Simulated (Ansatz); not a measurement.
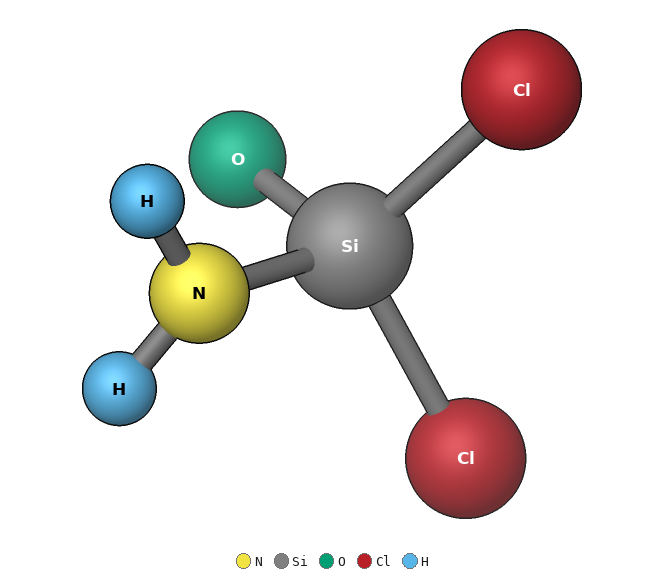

Rendered structure (ball-and-stick style).

The species is neutral and a spin doublet.

What is the molecular formula?

Cl₂H₂NOSi, 7 atoms: 2 chlorine, 2 hydrogen, 1 nitrogen, 1 oxygen and 1 silicon.

How many sets of symmetry-equivalent atoms are there?

5: 1 N, 1 Si, 1 O, 2 Cl, 2 H.

The parts below concern this one geometry. Atoms keep their numbers from picture to picture. Computed geometry: PBE0-D4/def2-TZVP optimisation.

### Shape

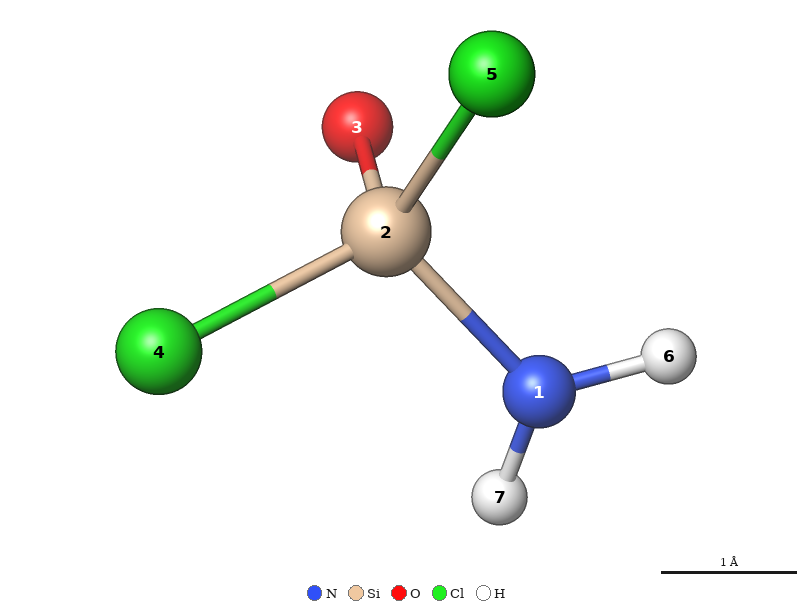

Atoms carry their numbers in the input.

List the bonds and their lengths.

```json
{"bond": "N1–Si2", "length (Å)": "1.706", "order": "single"}
{"bond": "N1–H6", "length (Å)": "1.009", "order": "single"}
{"bond": "N1–H7", "length (Å)": "1.009", "order": "single"}
{"bond": "Si2–O3", "length (Å)": "1.616", "order": "single"}
{"bond": "Si2–Cl4", "length (Å)": "2.028", "order": "single"}
{"bond": "Si2–Cl5", "length (Å)": "2.028", "order": "single"}
```

### Vibrations

Harmonic vibrations computed with UKS PBE0-D4/def2-TZVP (Ansatz 0.2.0) at a stationary point of the same level.

List the wavenumbers.

15 modes: 111, 161, 222, 259, 263, 290, 456, 504, 596, 827, 831, 928, 1569, 3586, 3689 cm⁻¹.

### Levels of theory compared

Program: Ansatz 0.2.0.

At this fixed geometry, give dipole (D), HOMO energy (eV) at these levels: B3LYP-D4/def2-TZVPP; PBE-D4/def2-TZVPP; r2SCAN-D4/def2-TZVPP; ωB97M-V/def2-TZVPP.

| level | dipole (D) | HOMO energy (eV) |
| --- | --- | --- |
| B3LYP-D4/def2-TZVPP | 2.98 | −8.56 |
| PBE-D4/def2-TZVPP | 3.40 | −6.99 |
| r2SCAN-D4/def2-TZVPP | 3.13 | −7.54 |
| ωB97M-V/def2-TZVPP | 2.48 | −11.09 |

### Charges

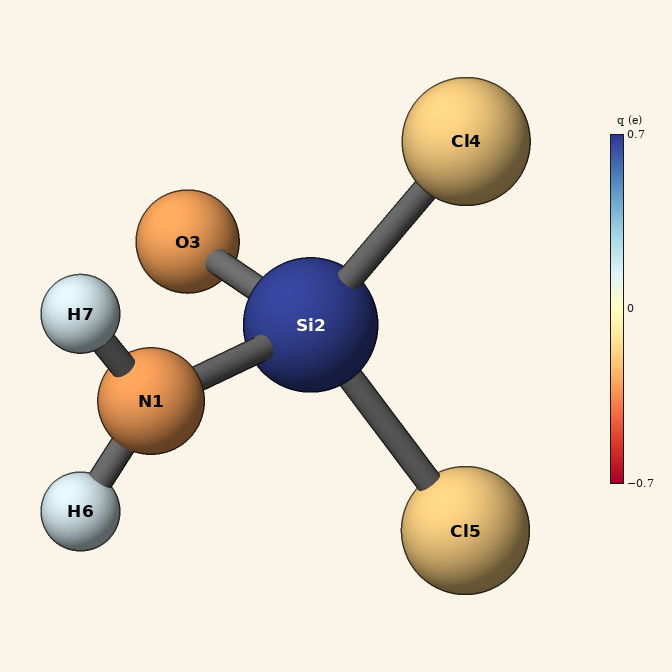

Atoms are coloured by their Mulliken charges. Method: UKS ωB97M-V/def2-TZVPP (Ansatz 0.2.0).

Which atom carries the highest charge (most positive or least negative)?

Si2 (0.66 e).

And the lowest?

N1 (−0.30 e).

List the Mulliken charges.

| atom | value (e) |
| --- | --- |
| N1 | −0.30 |
| Si2 | 0.66 |
| O3 | −0.29 |
| Cl4 | −0.18 |
| Cl5 | −0.18 |
| H6 | 0.15 |
| H7 | 0.15 |

Mulliken values depend strongly on the basis set and can even reverse the polarity of a bond.
